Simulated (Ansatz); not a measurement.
# How much does vacancy in Ru(0001), 2x2 scatter?

Aim: the resistance that vacancy in Ru(0001), 2x2 adds to the host.

Method: Ansatz plane-wave DFT, PBE, PAW files; ballistic transport by layer matching (Landauer), zero bias; PAW set soft_1, in the first sound run; inputs show where later runs differ, in Ansatz 0.2.0.

## 1. Starting point

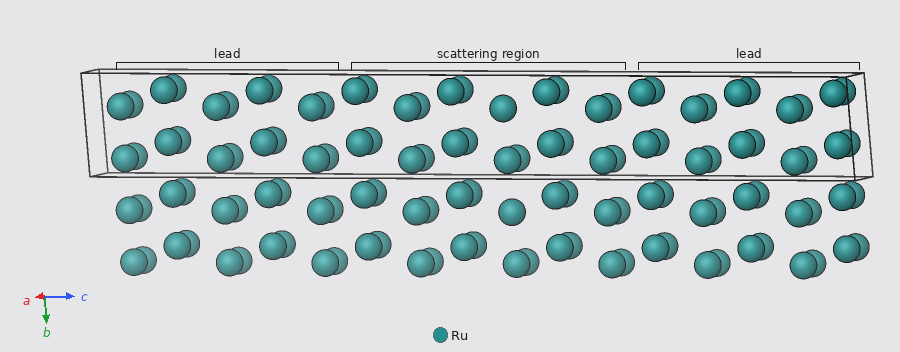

The cell as given, from the side, with the c axis across the page (ruthenium teal). 1×2×1 cells are drawn.

The cell holds 63 atoms: 63 Ru. Its edges and angles: a = 5.412 Å, b = 5.412 Å, c = 34.255 Å, α = 90.0°, β = 90.0°, γ = 120.0°. It derives from Ru. Regions: lead, 40 atoms (40 Ru); scattering region, 23 atoms (23 Ru). The structure is stacked along c, and the current runs across the ab planes.

## 2. Transmission at ideal sites

The defect sits in one plane of the supercell, all atoms on ideal sites; the layers about the cell's end are the lead. The mesh across the current, 12×12, is finer than the density's, because channels open and close sharply across the zone. Energies from -0.1 to 0.1 eV in steps of 0.05 eV are too few for the program's thermal sum, so it prints no conductance; for a metal the transmission near the Fermi level serves, at a fraction of the cost.

Input file input.yaml:

```yaml
crystal:
  lattice:
    - [5.4116, 0.0, 0.0]
    - [-2.7058, 4.6865830751, 0.0]
    - [0.0, 0.0, 34.2552]
  atoms:
    - { symbol: Ru, position: [0.1666666667, 0.3333333333, 0.03125] }
    - { symbol: Ru, position: [0.1666666667, 0.8333333333, 0.03125] }
    - { symbol: Ru, position: [0.6666666667, 0.3333333333, 0.03125] }
    - { symbol: Ru, position: [0.6666666667, 0.8333333333, 0.03125] }
    - { symbol: Ru, position: [0.3333333333, 0.1666666667, 0.09375] }
    - { symbol: Ru, position: [0.3333333333, 0.6666666667, 0.09375] }
    - { symbol: Ru, position: [0.8333333333, 0.1666666667, 0.09375] }
    - { symbol: Ru, position: [0.8333333333, 0.6666666667, 0.09375] }
    - { symbol: Ru, position: [0.1666666667, 0.3333333333, 0.15625] }
    - { symbol: Ru, position: [0.1666666667, 0.8333333333, 0.15625] }
    - { symbol: Ru, position: [0.6666666667, 0.3333333333, 0.15625] }
    - { symbol: Ru, position: [0.6666666667, 0.8333333333, 0.15625] }
    - { symbol: Ru, position: [0.3333333333, 0.1666666667, 0.21875] }
    - { symbol: Ru, position: [0.3333333333, 0.6666666667, 0.21875] }
    - { symbol: Ru, position: [0.8333333333, 0.1666666667, 0.21875] }
    - { symbol: Ru, position: [0.8333333333, 0.6666666667, 0.21875] }
    - { symbol: Ru, position: [0.1666666667, 0.3333333333, 0.28125] }
    - { symbol: Ru, position: [0.1666666667, 0.8333333333, 0.28125] }
    - { symbol: Ru, position: [0.6666666667, 0.3333333333, 0.28125] }
    - { symbol: Ru, position: [0.6666666667, 0.8333333333, 0.28125] }
    - { symbol: Ru, position: [0.3333333333, 0.1666666667, 0.34375] }
    - { symbol: Ru, position: [0.3333333333, 0.6666666667, 0.34375] }
    - { symbol: Ru, position: [0.8333333333, 0.1666666667, 0.34375] }
    - { symbol: Ru, position: [0.8333333333, 0.6666666667, 0.34375] }
    - { symbol: Ru, position: [0.1666666667, 0.3333333333, 0.40625] }
    - { symbol: Ru, position: [0.1666666667, 0.8333333333, 0.40625] }
    - { symbol: Ru, position: [0.6666666667, 0.3333333333, 0.40625] }
    - { symbol: Ru, position: [0.6666666667, 0.8333333333, 0.40625] }
    - { symbol: Ru, position: [0.3333333333, 0.1666666667, 0.46875] }
    - { symbol: Ru, position: [0.3333333333, 0.6666666667, 0.46875] }
    - { symbol: Ru, position: [0.8333333333, 0.1666666667, 0.46875] }
    - { symbol: Ru, position: [0.8333333333, 0.6666666667, 0.46875] }
    - { symbol: Ru, position: [0.1666666667, 0.8333333333, 0.53125] }
    - { symbol: Ru, position: [0.6666666667, 0.3333333333, 0.53125] }
    - { symbol: Ru, position: [0.6666666667, 0.8333333333, 0.53125] }
    - { symbol: Ru, position: [0.3333333333, 0.1666666667, 0.59375] }
    - { symbol: Ru, position: [0.3333333333, 0.6666666667, 0.59375] }
    - { symbol: Ru, position: [0.8333333333, 0.1666666667, 0.59375] }
    - { symbol: Ru, position: [0.8333333333, 0.6666666667, 0.59375] }
    - { symbol: Ru, position: [0.1666666667, 0.3333333333, 0.65625] }
    - { symbol: Ru, position: [0.1666666667, 0.8333333333, 0.65625] }
    - { symbol: Ru, position: [0.6666666667, 0.3333333333, 0.65625] }
    - { symbol: Ru, position: [0.6666666667, 0.8333333333, 0.65625] }
    - { symbol: Ru, position: [0.3333333333, 0.1666666667, 0.71875] }
    - { symbol: Ru, position: [0.3333333333, 0.6666666667, 0.71875] }
    - { symbol: Ru, position: [0.8333333333, 0.1666666667, 0.71875] }
    - { symbol: Ru, position: [0.8333333333, 0.6666666667, 0.71875] }
    - { symbol: Ru, position: [0.1666666667, 0.3333333333, 0.78125] }
    - { symbol: Ru, position: [0.1666666667, 0.8333333333, 0.78125] }
    - { symbol: Ru, position: [0.6666666667, 0.3333333333, 0.78125] }
    - { symbol: Ru, position: [0.6666666667, 0.8333333333, 0.78125] }
    - { symbol: Ru, position: [0.3333333333, 0.1666666667, 0.84375] }
    - { symbol: Ru, position: [0.3333333333, 0.6666666667, 0.84375] }
    - { symbol: Ru, position: [0.8333333333, 0.1666666667, 0.84375] }
    - { symbol: Ru, position: [0.8333333333, 0.6666666667, 0.84375] }
    - { symbol: Ru, position: [0.1666666667, 0.3333333333, 0.90625] }
    - { symbol: Ru, position: [0.1666666667, 0.8333333333, 0.90625] }
    - { symbol: Ru, position: [0.6666666667, 0.3333333333, 0.90625] }
    - { symbol: Ru, position: [0.6666666667, 0.8333333333, 0.90625] }
    - { symbol: Ru, position: [0.3333333333, 0.1666666667, 0.96875] }
    - { symbol: Ru, position: [0.3333333333, 0.6666666667, 0.96875] }
    - { symbol: Ru, position: [0.8333333333, 0.1666666667, 0.96875] }
    - { symbol: Ru, position: [0.8333333333, 0.6666666667, 0.96875] }
kpoints:
  mp_grid: { grid: [5, 5, 1] }
hamiltonian:
  xc: pbe
  pseudopotentials: { kind: paw, azcp: { folder: soft_1 } }
scf:
  occupations: { method: fermi_dirac, width: 0.1 }
output:
  transmission: { leads: [[0, 8]], kmesh: [12, 12], e_range: [-0.1, 0.1], de: 0.05 }
  write_potential: true
  write_density: true
  volumetric_format: npy
  elf: true
```

Run with:

```bash
ansatz run input.yaml --threads 4 --pin off --max-ram 15360MiB --backend cpu --events-out ev --progress --plain --runs-dir out
```

Numbers of over 12 decimals in the logs are rounded to 6 here.

The log of the run:

```text
Engine: ansatz 0.2.0, aarch64-unknown-linux-gnu
Pseudopotentials: kind: paw
Pseudopotential: Ru, paw, valence charge 16, recommended cutoff 420 eV (normal), soft_1/Ru.paw.azcp
Functional definition: PBE
  parameter kappa = 0.804
  parameter beta = 0.066725
  exchange = pbe_x(kappa = kappa, mu = beta*pi^2/3)
  correlation = pbe_c(beta = beta)
Crystal: 63 atoms, lattice volume = 868.777 Å³
Basis set: ecut = 420 eV, 16909 PW (Γ)
Bands: 605, of which v1, the nominal top of the filled ones, is band 504 counted from 1 (503 counted from 0)
Symmetry: 12 space group operations
Space group: P-6m2 (ITA 187), of the structure as read, at distance tolerance 9.5e-5 Å
k-points: 5 of 25 (time reversal used)
Non-local potential: Ru, projectors of the file, l = 0: 3, l = 1: 2, l = 2: 2, l = 3: 1
PAW form: soft (Blöchl's): semilocal exchange-correlation on the pseudo side does not see the compensation charge
PAW one-centre angular grid: Ru, 590 points (default); XC on 64 Gauss nodes
Initial density: superposition of atomic densities (chi_scale 0.1, normalization cell)
Initial wavefunctions: pseudopotential atomic-orbital guess
Functional: x = pbe(κ = 0.804, μ = 0.219515), c = pbe(β = 0.066725)
SCF iter   1: F=—  HF=-370396.364431 eV  |F-HF|=—  |Δ(HF+E_count)|=         —  Δρ=1.20e-1  dr2=1.24e2  ethr=3.10e-3  ⟨swp⟩=5.2  Hψ=9981  notcnv=0  defer=2
preconditioner: auto → Kerker (q_TF=auto, 2.797 Å⁻¹)  [metal: Δε(μ)=0.001 eV  Ē_g=5.190 eV  σ=0.100 eV  W_gap=0.00  n_scr=348 (ndim 8)  ℏωp=28.3 eV  f_vac=0.002  D(μ)=56.13/eV (n_scr^D=546)]
SCF iter   2: F=—  HF=-370365.696370 eV  |F-HF|=—  |Δ(HF+E_count)|=    3.07e1  Δρ=5.80e-2  dr2=2.88e1  ethr=3.10e-3  ⟨swp⟩=2.6  Hψ=6050  notcnv=0  defer=30
SCF iter   3: F=—  HF=-370357.612311 eV  |F-HF|=—  |Δ(HF+E_count)|=    8.08e0  Δρ=9.41e-3  dr2=5.68e-1  ethr=2.86e-3  ⟨swp⟩=2.4  Hψ=5399  notcnv=0  defer=30
SCF iter   4: F=—  HF=-370357.678604 eV  |F-HF|=—  |Δ(HF+E_count)|=   6.63e-2  Δρ=1.08e-3  dr2=5.68e-2  ethr=5.64e-5  ⟨swp⟩=1.6  Hψ=4036  notcnv=0  defer=30
SCF iter   5: F=—  HF=-370357.678426 eV  |F-HF|=—  |Δ(HF+E_count)|=   1.78e-4  Δρ=2.86e-4  dr2=5.74e-3  ethr=5.64e-6  ⟨swp⟩=1.8  Hψ=3706  notcnv=0  defer=30
SCF iter   6: F=—  HF=-370357.678224 eV  |F-HF|=—  |Δ(HF+E_count)|=   2.01e-4  Δρ=1.08e-4  dr2=1.12e-3  ethr=5.69e-7  ⟨swp⟩=1.8  Hψ=3843  notcnv=0  defer=30
SCF iter   7: F=—  HF=-370357.678202 eV  |F-HF|=—  |Δ(HF+E_count)|=   2.25e-5  Δρ=5.25e-5  dr2=6.26e-5  ethr=1.11e-7  ⟨swp⟩=2.0  Hψ=3864  notcnv=0  defer=30
SCF iter   8: F=—  HF=-370357.680566 eV  |F-HF|=—  |Δ(HF+E_count)|=   2.36e-3  Δρ=1.77e-5  dr2=9.56e-6  ethr=6.21e-9  ⟨swp⟩=2.0  Hψ=4259  notcnv=0  defer=30
SCF iter   9: F=—  HF=-370357.680567 eV  |F-HF|=—  |Δ(HF+E_count)|=   1.32e-6  Δρ=5.20e-6  dr2=8.93e-7  ethr=9.48e-10  ⟨swp⟩=2.0  Hψ=4175  notcnv=0  defer=30
SCF iter  10: F=-370357.680567 eV  HF=-370357.680567 eV  |F-HF|=2.37e-8  |Δ(HF+E_count)|=   1.06e-7  Δρ=1.73e-6  dr2=5.21e-8  ethr=9.92e-12  ⟨swp⟩=9.0  Hψ=7735  notcnv=0
SCF 1 converged in 10 iterations: F = -370357.680567 eV  dr2 = 5.21e-8
  greatest PAW one-centre occupation: 1.000 electrons in one spin orbital (limit 2), on the Ru atom at site 38 (counted from 0), in its partial waves of l = 0
transmission: 120 of 1197 steps passed
transmission: 240 of 1197 steps passed
[...]
transmission: 1197 of 1197 steps passed
SCF converged after 10 iterations
Free energy (F): -370357.680567 eV
Harris-Foulkes:  -370357.680567 eV  (|F-HF|=2.37e-8)
Internal energy: -370355.592254 eV  (E = F + TS)
E sigma→0 (E₀):  -370356.636411 eV
Entropy (-TS):   -2.088313 eV (-33.148 meV/atom)
Fermi energy:    22.905854 eV
--- Per-component energies (eV) ---
  E_band       = -3959.522772
  E_kinetic    = 28991.753253
  E_local      = -86360.164177  (includes V_loc(G=0)·N_el)
  E_nonlocal   = 25992.713111
  E_hartree    = 29491.683171
  E_xc         = -10712.273786
  E_vxc        = -13547.015044  (∫ρ·V_xc dr)
  E_paw        = -220595.129454  (= ΣΔE_a)
  E_vpaw       = -18020.196160  (= ΣTr[D̂ρ^β])
  E_aug_tail   = 0.039362  (compensation charges beyond the density's cutoff)
  E_ewald      = -137164.213736
  E_smearing   = -2.088313  (= −TS)
  E_closure    = -0.000000  (closes the sum)
  Σ components = -370357.680567   (vs F -370357.680567, Δ=0.00e0)
--- Band table (eV; the first three rows and the last of 5) ---
  k-point 0: bands = [... 500 lower, 23.6814, 23.7040, 23.7119, 23.7119, 23.7531, 23.7531, 23.7809, 23.8035, ... 97 higher]
  k-point 1: bands = [... 500 lower, 23.1481, 23.2251, 23.2548, 23.3137, 23.4286, 23.4445, 23.4734, 23.4810, ... 97 higher]
  k-point 2: bands = [... 500 lower, 22.6412, 22.6695, 22.6747, 22.6984, 22.7090, 22.7935, 22.8238, 22.9190, ... 97 higher]
  k-point 4: bands = [... 500 lower, 22.5083, 22.5443, 22.5653, 22.6018, 22.7145, 22.7542, 22.8230, 22.8699, ... 97 higher]
--- Transmission ---
  basis      : 223 plane waves across, 63 finite elements along
  points     : 19, standing for a mesh of 12 x 12
  energies   : 5 from -0.100000 to 0.100000 eV about the Fermi level, 0.050000 eV apart; the leads are filled to 0.000000 eV, and channels, transmission and decay are at 0.000000 eV
  crystal 0  : Ru8, at the sites [0, 8], period 4.2819 Å, over 32.11 Å; its Hamiltonian steps by up to 2.9 meV
    offset         : up to 0.0000 Å between an atom of the period and one for which it stands
    channels       : 5.930556e0 a spin
    conductance    : none, the energies end too early or step too widely for 300 K: set another output.transmission.e_range or a lower de, or, where they end at an eighth of basis.ecutwfc, a higher one
  junction   : crystal 0 to crystal 0, 1.44 to 31.42 Å
    transmission   : 3.328115e0 a spin
    conductance    : none, the energies end too early or step too widely for 300 K: set another output.transmission.e_range or a lower de, or, where they end at an eighth of basis.ecutwfc, a higher one
```

Wall time 7 min (4 threads of Arm Neoverse V1, shared host); peak memory 8 GiB.

In the SCF lines HF is the Harris–Foulkes energy and dr2 the Hartree energy of the density residual, in eV; the loop may stop once dr2 is under the threshold and the program's other checks hold. Hψ counts applications of the Hamiltonian.

This step gave:

```
free energy                                    : -370357.6806 eV
energy at zero smearing                        : -370356.6364 eV
Fermi energy                                   : 22.91 eV
cell area                                      : 25.36 Å²
transmission per spin nearest the Fermi level  : 3.328
open channels per spin nearest the Fermi level : 5.931
step of the lead's potential                   : 2.9 meV
```

Per spin. Table of transmission, zone mean by energy, zero at the Fermi level:

```tsv
energy (eV)	transmission, zone mean
-0.1000	3.47
-0.0500	3.53
0.0000	3.33
0.0500	3.24
0.1000	3.09
```

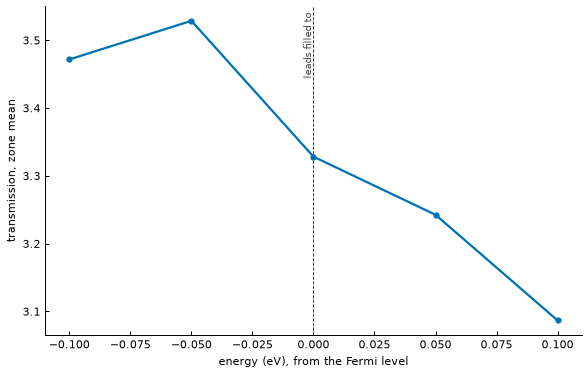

Transmission, zone mean against energy.

Per spin. The open channels, zone mean, lead by energy, zero at the Fermi level:

```tsv
energy (eV)	open channels, zone mean, lead
-0.1000	5.64
-0.0500	6.01
0.0000	5.93
0.0500	5.64
0.1000	5.22
```

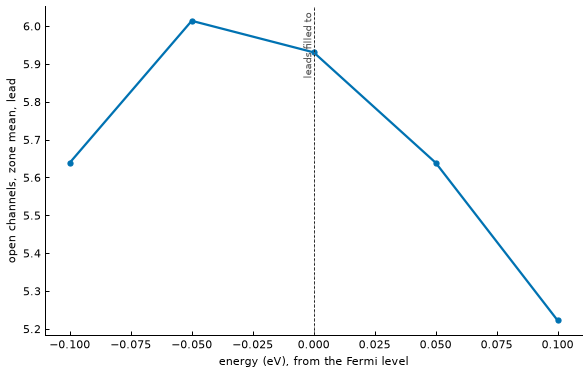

Open channels, zone mean, lead against energy.

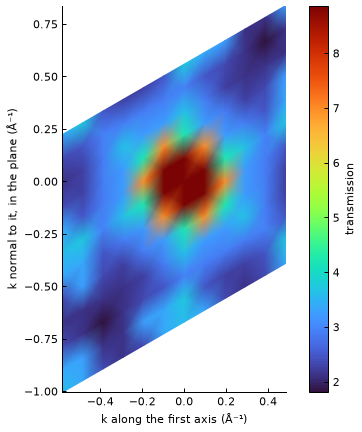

Transmission over k1 and k2. At 0.0000 eV from the Fermi level.

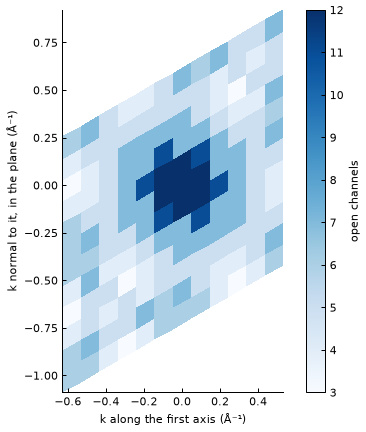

Open channels over k1 and k2. At 0.0000 eV from the Fermi level.

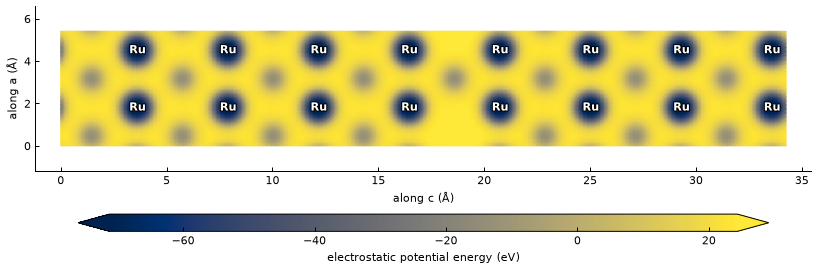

Electrostatic potential energy in the ca plane at fractional y = 0.167, with atoms of Ru within 0.2 Å of it. With pseudopotentials it is smooth inside the atoms' cores, unlike the true potential.

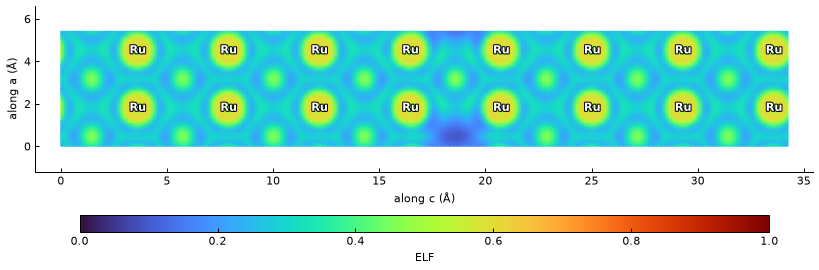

ELF in the ca plane at fractional y = 0.167, with atoms of Ru within 0.2 Å of it. It is the smooth field of the valence electrons, not physical close to the nuclei.

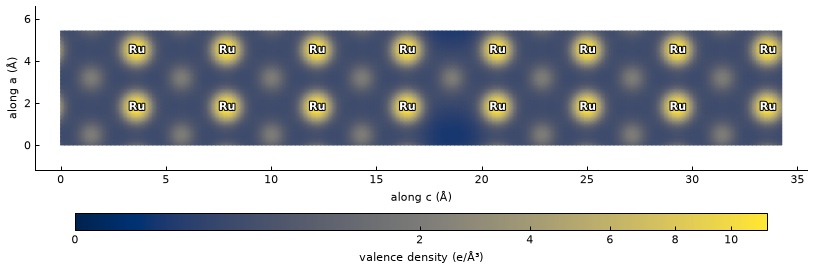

Valence density in the ca plane at fractional y = 0.167, with atoms of Ru within 0.2 Å of it. It is the smooth field of the valence electrons, not physical close to the nuclei. The colour scale is stretched toward low values.

Over the solved energies the transmission per spin lies between 3.09 and 3.53, out of 5.69 channels of the lead on average (up to 6.01).

## 3. Resistance at ideal sites

This step: Ansatz plane-wave DFT, PBE, PAW files; ballistic transport by layer matching (Landauer), zero bias; area resistance of the defect plane and resistivity an atomic per cent; PAW set soft_1 (Ansatz 0.2.0).

This step gave:

* area resistance: 0.4139 fΩ m²
* T over the leads' mean channel count: 0.5744
* resistivity per at.% scaled from this dense plane, with the factor 3/4 for isotropic scattering: 5.800 µΩ cm

Averaged over the energies near the Fermi level, 57.4 % of the channels pass, which makes 0.414 fΩ m².

By hand, with T and the leads' channels N averaged over the energies near the Fermi level: RA = A (h/2e²)(1/T − 1/N) = 25.36×10⁻²⁰ m² × 12 906 Ω × (1/3.366 − 1/5.861) = 0.414 fΩ m². Per atomic per cent: RA × A / V_atom × 0.01 × 3/4 = 5.80 µΩ cm, with the host's V_atom = 13.57 Å³.

(Part 1 of 3 ends here.)

[Logs are printed without paths, hosts, clocks, repeated set-up lines and the standing remarks that a program may print on its own settings, such as how far it seeks lower states.]

[Hosts, paths, dates, database ids (printed as entryN), source tags and the programs' standing remarks are cut or masked in the printed files.]
